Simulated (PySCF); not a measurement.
C2H5O, SMILES CC[O], doublet at its CAM-B3LYP/def2-SVP optimised geometry (Å):

```
8

C     -0.2875    -0.3608    -1.2326
C      0.2706     0.3319     0.0000
O     -0.1340    -0.1694     1.1928
H      0.0865     0.1082    -2.1555
H      0.0020    -1.4218    -1.2406
H     -1.3861    -0.3084    -1.2373
H      0.0328     1.4218     0.0000
H      1.3861     0.3319     0.0000
```

Level of theory: PySCF with unrestricted CAM-B3LYP/def2-TZVP. Cells within 0.4 Å of a nucleus heavier than hydrogen are left out (blank, or x).

Map of the log10 of the electron density (e/bohr³), floored at −4 on the plane z = 0.0 Å:

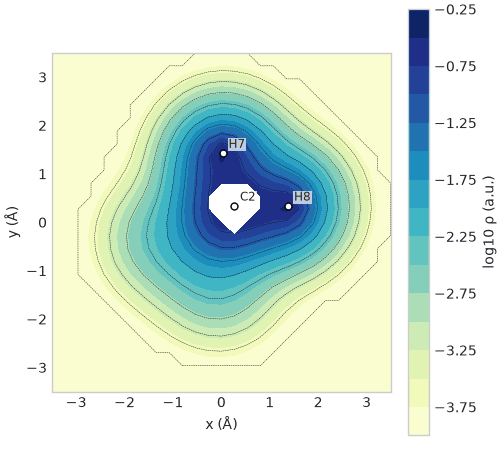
Figure. Log10 of the electron density (e/bohr³), floored at −4 on the plane z = 0.0 Å.
